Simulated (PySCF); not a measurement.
# C₄H₅Br, SMILES `C=C/C=C\Br`: electronic structure

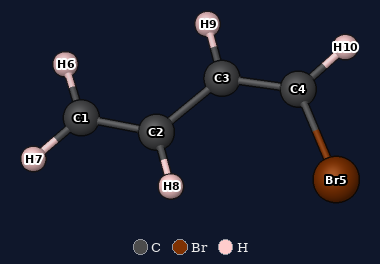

The molecule, with its atoms numbered as below. No frequency check shows the geometry to be a minimum.

Geometry (Å), atoms numbered from 1:

```
C1       3.2154    0.5239    0.0000
C2       1.8942    0.3744    0.0000
C3       1.2468   -0.9141    0.0000
C4      -0.0666   -1.1319    0.0000
Br5     -1.3695    0.2391    0.0000
H6       3.8812   -0.3240    0.0000
H7       3.6757    1.4963    0.0000
H8       1.2470    1.2413    0.0000
H9       1.8946   -1.7820    0.0000
H10     -0.5056   -2.1161    0.0000
```

## 1. Bonding charge

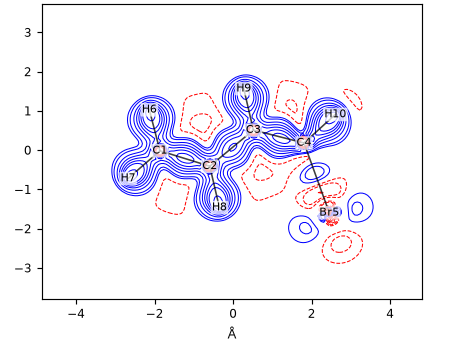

Deformation density (molecule less spherical, spin-averaged free atoms) in the molecular plane; contours at ±0.05 to ±0.8 e/Å³; solid blue lines: gain, dashed red lines: loss.

Level of theory: M06-2X/cc-pVDZ (PySCF), at a geometry from GFN2-xTB.

Describe the bonding that the map shows.

Answer. C4–H10: +0.76 e/Å³ at the bond critical point (bond length 1.08 Å, Mayer order 0.9). C2–H8: +0.73 e/Å³ at the bond critical point (bond length 1.08 Å, Mayer order 0.9). C1–H7: +0.72 e/Å³ at the bond critical point (bond length 1.08 Å, Mayer order 0.9). C1–H6: +0.71 e/Å³ at the bond critical point (bond length 1.08 Å, Mayer order 0.9). C3–H9: +0.70 e/Å³ at the bond critical point (bond length 1.08 Å, Mayer order 0.9). C1–C2: +0.66 e/Å³ at the bond critical point (bond length 1.33 Å, Mayer order 2.0). C3–C4: +0.65 e/Å³ at the bond critical point (bond length 1.33 Å, Mayer order 1.9). C2–C3: +0.52 e/Å³ at the bond critical point (bond length 1.44 Å, Mayer order 1.1). C4–Br5: +0.15 e/Å³ at the bond critical point (bond length 1.89 Å, Mayer order 1.1). In all, 2.3 electrons gather in the regions of gain relative to the promolecule. A small or negative value marks a very polar bond, one between electron-rich atoms, whose free-atom densities already overlap strongly, a long bond to a heavier atom, or a closed-shell contact such as a hydrogen bond.

## 2. Local ionisation energy

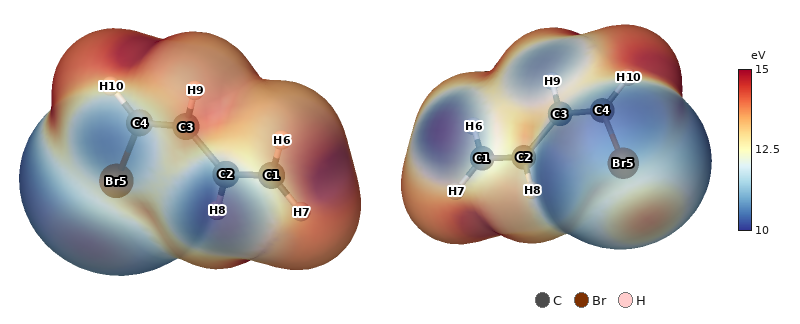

Average local ionisation energy on the surface of electron density 0.001 a.u. (back view left, front view right).

Locate the minima of the map.

Answer. The lowest value is 10.0 eV, off the molecular plane, over C1 (2.1 Å), and at like points elsewhere. Further minima include 10.3 eV, off the molecular plane, over Br5 (2.2 Å), and at like points elsewhere; 10.6 eV, off the C3–C4 bond (2.2 Å from its atoms), and at like points elsewhere. For comparison, the highest occupied orbital lies at −7.8 eV.

## 3. Excited states

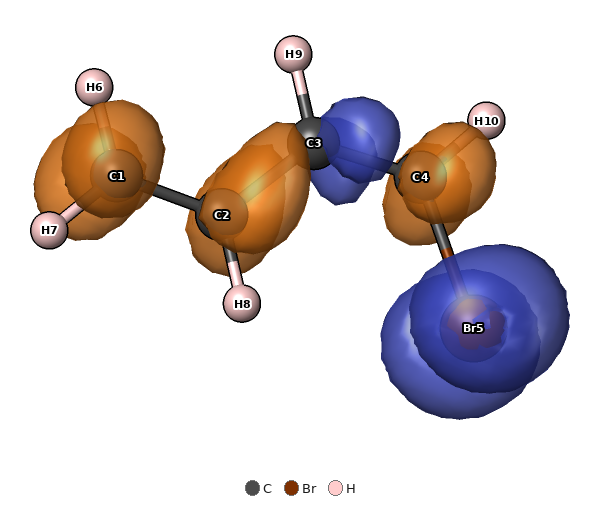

Unrelaxed difference density of S₁ less the ground state (TDA singlet states), ±0.03 e/Å³; orange: gain, blue: loss.

PySCF calculation, PBE0/def2-SVP, gas phase; geometry: GFN2-xTB. Without diffuse functions Rydberg states are missing, so the states' numbers hold for this basis only.

How does the charge move on excitation?

Answer. 0.64 e is displaced in all, of which about 0.5 e passes between atoms: Br5 (0.51 e) loses electrons and C1 (0.20 e) and C2 (0.13 e) gain them. The state: 5.67 eV (218 nm), f = 0.563 (bright), n → π*; the leading pair carries 96 %; hole on Br5 (57 %), C3 (15 %) and C4 (12 %), electron on C1 (27 %), C4 (22 %) and C2 (17 %); their centroids lie 1.9 Å apart.

## 4. Removing or adding an electron

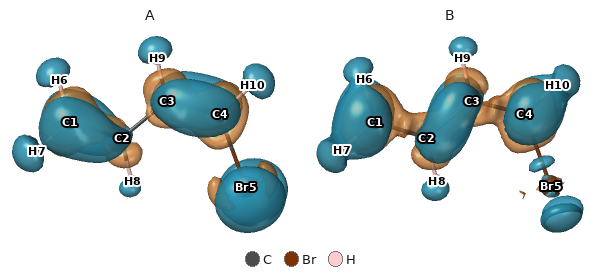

The two Fukui functions at ±0.02 e/Å³ (light blue positive, orange negative).

PySCF calculation, BLYP/6-311G**, gas phase; geometry: GFN2-xTB.

Which panel is f⁻ (electron removed) and which f⁺ (electron added)?

Answer. A is f⁻, B is f⁺. f⁻ (Hirshfeld-condensed) is largest on Br5 (0.31); the vertical ionisation energy is 8.36 eV (the stability of the cation's solution wasn't checked). f⁺ (Hirshfeld-condensed) is largest on Br5 (0.18), C1 (0.18) and C4 (0.14); the vertical electron affinity is −0.97 eV (the stability of the anion's solution wasn't checked; negative, but this basis has no diffuse functions, so it doesn't show that the anion is unbound).

What chemical potential and hardness follow from the two energies?

Answer. μ = −(I + A)/2 = −3.70 eV and η = I − A = 9.33 eV.

The PySCF runs shown took 26 s, 3.4 min and 2.2 min on 1 thread of Arm Neoverse V1 (shared host).
